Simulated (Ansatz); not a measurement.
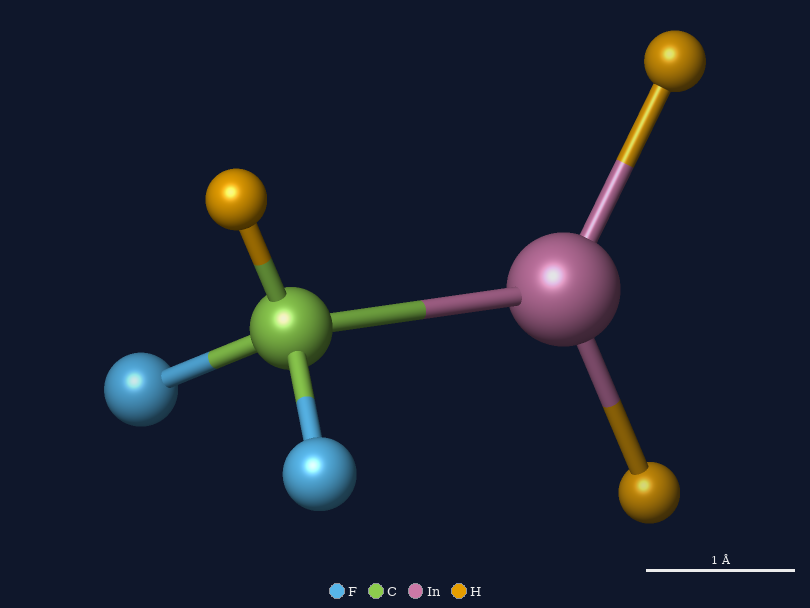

A ball-and-stick model of a molecule.

What does the picture show?

Formula CH₃F₂In. Its SMILES string is `F[CH](F)[InH2]`. Among its groups: C–F bond. This geometry has Cs symmetry. Coordination: 1 C tetrahedral; 1 In trigonal planar.

More results for the same structure follow; atom numbers are the same in all pictures, views and colours differ. The computed structure is the end point of a PBE0-D4/def2-TZVP optimisation.

Levels of theory compared

Program: Ansatz 0.2.0.

Compare dipole (D) at these levels: B3LYP-D4/def2-TZVPP; PBE-D4/def2-TZVPP; PBE0-D4/def2-TZVP; r2SCAN-D4/def2-TZVPP; ωB97M-V/def2-TZVPP.

```tsv
level	dipole (D)
B3LYP-D4/def2-TZVPP	1.96
PBE-D4/def2-TZVPP	1.69
PBE0-D4/def2-TZVP	1.94
r2SCAN-D4/def2-TZVPP	1.82
ωB97M-V/def2-TZVPP	2.02
```

Vibrations

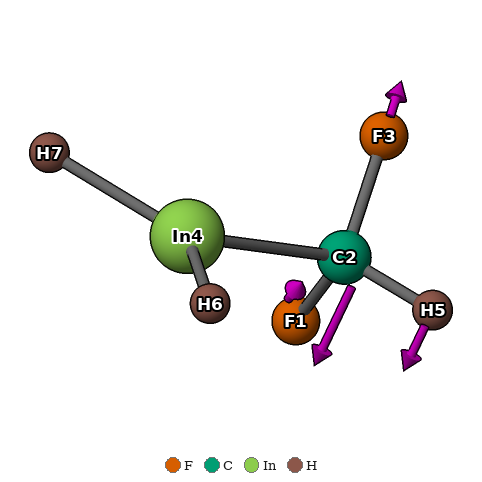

The arrows show one normal mode. Harmonic vibrations computed with RKS PBE0-D4/def2-TZVP, core potentials on In (Ansatz 0.2.0) at a stationary point of the same level.

**Describe the motion.**

Mostly out-of-phase stretching of 2 C–F bonds.

**Estimate its harmonic wavenumber.**

1038 cm⁻¹; it is mode 9 of 15 counted from the lowest.

Charges

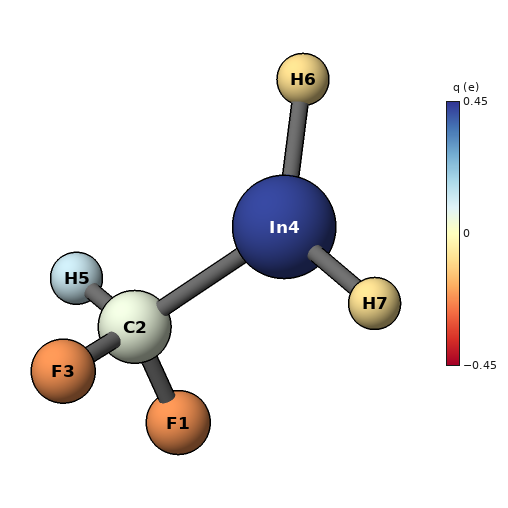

Atoms are coloured by their Mulliken charges. Method: RKS ωB97M-V/def2-TZVPP, core potentials on In (Ansatz 0.2.0).

List the Mulliken charges.

```tsv
atom	value (e)
F1	−0.21
C2	0.05
F3	−0.21
In4	0.42
H5	0.12
H6	−0.09
H7	−0.08
```

Mulliken values depend strongly on the basis set and can even reverse the polarity of a bond.
